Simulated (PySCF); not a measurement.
# SiH2F (SMILES F[SiH2]) at UCCSD(T)/STO-6G

What is the vertical ionisation energy of SiH2F at UCCSD(T)/STO-6G? Input form: a Python script.

The results are computed with PySCF 2.14.0.

10 further runs of the same task are left out: 10 set aside as unsound or not needed.

### 1 The structure to begin with

The species is SiH2F (4 atoms), meant as a doublet with charge 0. SMILES: `F[SiH2]`. The coordinates come from a GFN2-xTB relaxation.

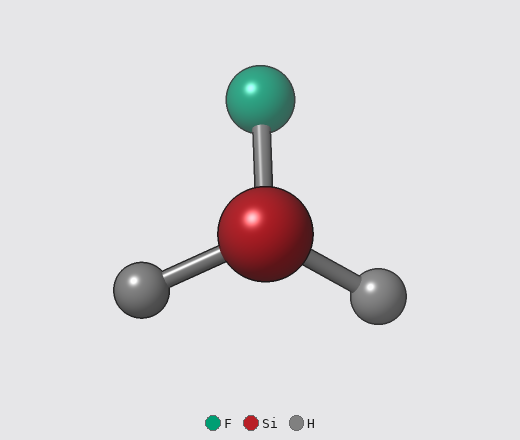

The structure, seen from a chosen angle (fluorine teal, silicon red, hydrogen grey).

### 2 A single-point energy at UCCSD(T)/STO-6G

Input file run.py:

```python
from pyscf import gto, cc

system = gto.M(
    atom='F 1.205590 0.647540 -0.425510; Si -0.122150 -0.264920 -0.246870; H -1.219930 0.678520 -0.261640; H 0.136490 -1.061140 0.934020',
    charge=0,
    spin=1,
    basis='sto-6g',
    max_memory=1860,
    verbose=4,
)

hf = system.UHF()
hf.conv_tol = 1e-10
hf.kernel()
if not hf.converged:
    hf = hf.newton().run(hf.mo_coeff, hf.mo_occ)

mycc = cc.CCSD(hf, frozen=6)
mycc.kernel()
e_t = mycc.ccsd_t()
etot = mycc.e_tot + e_t
print('E = %.10f Eh' % etot)
```

Started as:

```bash
$ OMP_NUM_THREADS=1 python run.py
```

Log:

```text
PySCF version 2.14.0

[INPUT] num. atoms = 4
[INPUT] num. electrons = 25
[INPUT] charge = 0
[INPUT] spin (= nelec alpha-beta = 2S) = 1
[INPUT] symmetry False subgroup None
[INPUT] Mole.unit = angstrom
[INPUT] Symbol           X                Y                Z      unit          X                Y                Z       unit  Magmom
[INPUT]  1 F      1.205590000000   0.647540000000  -0.425510000000 AA    2.278234918514   1.223673254701  -0.804097363264 Bohr   0.0
[INPUT]  2 Si    -0.122150000000  -0.264920000000  -0.246870000000 AA   -0.230830046116  -0.500626244920  -0.466516688371 Bohr   0.0
[INPUT]  3 H     -1.219930000000   0.678520000000  -0.261640000000 AA   -2.305333591141   1.282216970040  -0.494427943231 Bohr   0.0
[INPUT]  4 H      0.136490000000  -1.061140000000   0.934020000000 AA    0.257928718742  -2.005263979821   1.765041994866 Bohr   0.0

nuclear repulsion = 55.4994572990351
number of shells = 10
number of NR pGTOs = 96
number of NR cGTOs = 16
basis = sto-6g
ecp = {}

[... 65 lines left out ...]
converged SCF energy = -387.968388795429  <S^2> = 0.75156017  2S+1 = 2.0015596
[... 1 line left out ...]
******** <class 'pyscf.cc.uccsd.UCCSD'> ********
CC2 = 0
CCSD nocc = (np.int64(7), np.int64(6)), nmo = (10, 10)
frozen orbitals 6
max_cycle = 50
direct = 0
conv_tol = 1e-07
conv_tol_normt = 1e-06
diis_space = 6
diis_start_cycle = 0
diis_start_energy_diff = 1e+09
Init t2, MP2 energy = -0.0453470100596812
Init E_corr(UCCSD) = -0.0453470100601259
cycle = 1  E_corr(UCCSD) = -0.0556269187822208  dE = -0.0102799087  norm(t1,t2) = 0.0623305
cycle = 2  E_corr(UCCSD) = -0.0606022068022021  dE = -0.00497528802  norm(t1,t2) = 0.0230994
cycle = 3  E_corr(UCCSD) = -0.0627362431212582  dE = -0.00213403632  norm(t1,t2) = 0.012325
cycle = 4  E_corr(UCCSD) = -0.0634851298911535  dE = -0.00074888677  norm(t1,t2) = 0.00482151
cycle = 5  E_corr(UCCSD) = -0.0633834727193026  dE = 0.000101657172  norm(t1,t2) = 0.00245747
cycle = 6  E_corr(UCCSD) = -0.0633963094096749  dE = -1.28366904e-05  norm(t1,t2) = 0.000498165
cycle = 7  E_corr(UCCSD) = -0.0633995722983958  dE = -3.26288872e-06  norm(t1,t2) = 0.000201274
cycle = 8  E_corr(UCCSD) = -0.0633972596629051  dE = 2.31263549e-06  norm(t1,t2) = 6.08819e-05
cycle = 9  E_corr(UCCSD) = -0.0633965653983295  dE = 6.94264576e-07  norm(t1,t2) = 3.15614e-05
cycle = 10  E_corr(UCCSD) = -0.0633965271865698  dE = 3.82117597e-08  norm(t1,t2) = 1.09908e-05
cycle = 11  E_corr(UCCSD) = -0.0633966902945932  dE = -1.63108023e-07  norm(t1,t2) = 4.3131e-06
cycle = 12  E_corr(UCCSD) = -0.0633967358438375  dE = -4.55492443e-08  norm(t1,t2) = 1.64836e-06
cycle = 13  E_corr(UCCSD) = -0.0633967058109046  dE = 3.00329329e-08  norm(t1,t2) = 6.95835e-07
UCCSD converged
E(UCCSD) = -388.0317855012402  E_corr = -0.06339670581090462
UCCSD(T) correction = -0.00216365569683528
E = -388.0339491569 Eh
```

Run time: 1.6 s. Hardware: 1 thread of Arm Neoverse N1, shared host; peak memory 0.12 GiB.

### 3 The singlet cation at the same level

Input file input.py:

```python
from pyscf import gto, cc

mol = gto.M(
    atom='F 1.205590 0.647540 -0.425510; Si -0.122150 -0.264920 -0.246870; H -1.219930 0.678520 -0.261640; H 0.136490 -1.061140 0.934020',
    max_memory=1860,
    basis='sto-6g',
    spin=0,
    verbose=3,
    charge=1,
)

myscf = mol.RHF()
myscf.conv_tol = 1e-10
myscf.kernel()
if not myscf.converged:
    myscf = myscf.newton().run(myscf.mo_coeff, myscf.mo_occ)

mycc = cc.CCSD(myscf, frozen=6)
mycc.kernel()
e_t = mycc.ccsd_t()
e_tot = mycc.e_tot + e_t
print('Final energy', e_tot)
```

Started as:

```bash
$ OMP_NUM_THREADS=1 python input.py
```

Log:

```text
converged SCF energy = -387.74552548759
E(CCSD) = -387.8392866209871  E_corr = -0.09376113339708572
CCSD(T) correction = -0.00846229992755055
Final energy -387.8477489209146
```

Wall time 1.6 s (1 thread of Arm Neoverse N1, shared host); peak memory 0.12 GiB.

### 4 Summary of results

At UCCSD(T)/STO-6G, 6 core orbitals frozen:

| quantity | value |
| --- | --- |
| doublet SiH2F: total energy | -388.03395 Eh |
| doublet SiH2F: dipole moment (Hartree–Fock density) | 1.63 D |
| doublet SiH2F: HOMO energy (Hartree–Fock orbitals) (highest over α and β) | -6.48 eV |
| doublet SiH2F: LUMO energy (Hartree–Fock orbitals) (lowest over α and β) | 6.22 eV |
| doublet SiH2F: correlation energy (6 core orbitals frozen) | -65.6 mEh |
| doublet SiH2F: (T) correction | -2.16 mEh |
| doublet SiH2F: ⟨S²⟩ of the reference determinant | 0.752 |
| doublet SiH2F: T1 diagnostic | 0.015 |
| singlet cation: total energy | -387.84775 Eh |
| singlet cation: HOMO energy (Hartree–Fock orbitals) | -19.47 eV |
| singlet cation: LUMO energy (Hartree–Fock orbitals) | -5.55 eV |
| singlet cation: HOMO–LUMO gap (Hartree–Fock orbitals) | 13.91 eV |
| singlet cation: correlation energy (6 core orbitals frozen) | -102.2 mEh |
| singlet cation: (T) correction | -8.46 mEh |
| singlet cation: T1 diagnostic | 0.040 |
| vertical ionisation energy (to the singlet cation) | 5.067 eV |

What this shows: Removing an electron at fixed nuclei costs 5.07 eV (117 kcal/mol). Only the singlet of the ionised species was computed; a triplet could lie lower. In a minimal basis such a difference can be off by several eV, whatever the method. Mulliken charges (doublet SiH2F) of the mean-field density run from -0.35 on F1 to +0.70 on Si2. The triples (doublet SiH2F) make up 3.3 % of the correlation energy. The T1 diagnostic (singlet cation) of 0.040 is above the customary mark for such species, so a single reference may not serve.
